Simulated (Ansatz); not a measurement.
```yaml
atoms:
  - { symbol: C, position_ang: [0.8221, 0.6563, -0.7636] }
  - { symbol: C, position_ang: [0.0128, -0.1691, -1.1896] }
  - { symbol: C, position_ang: [-2.5127, -0.9262, -1.7296] }
  - { symbol: C, position_ang: [-3.3886, -1.8506, -2.2047] }
  - { symbol: B, position_ang: [-0.9848, -1.1887, -1.7159] }
  - { symbol: H, position_ang: [1.5350, 1.3776, -0.3908] }
  - { symbol: H, position_ang: [-0.5681, -2.2496, -2.1419] }
  - { symbol: H, position_ang: [-2.9241, 0.0263, -1.3501] }
  - { symbol: H, position_ang: [-3.0327, -2.8186, -2.5956] }
  - { symbol: H, position_ang: [-4.4795, -1.6867, -2.2247] }
```

Geometry: BLYP-D3(BJ)/def2-SVP.

Level of theory: isolated molecule in a Gaussian basis; Kohn-Sham density functional theory, functional PBE0 (Ansatz 0.2.0).

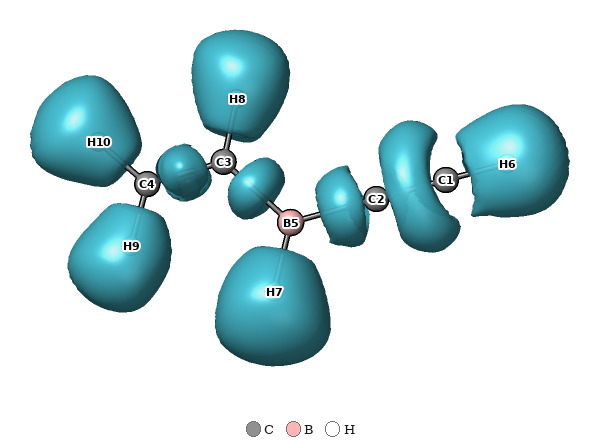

C4H5B (SMILES C#CBC=C). Isosurface of the electron localisation function at 0.75 (cyan), seen across its widest extent. Core shells and regions of very low density are left out.

> Identify the bonds, lone pairs and shells in this picture.

At this value the surface marks out two regions between bonded B–C atoms (shared pairs), two regions between bonded C–C atoms (shared pairs) and five regions around hydrogen nuclei. Profiles from the grid: C–C (1.23 Å): the ELF peaks at about 0.85 between the atoms: a short, multiple covalent bond. C–B (1.52 Å): the ELF peaks at about 0.95 between the atoms, as expected for a covalent bond.
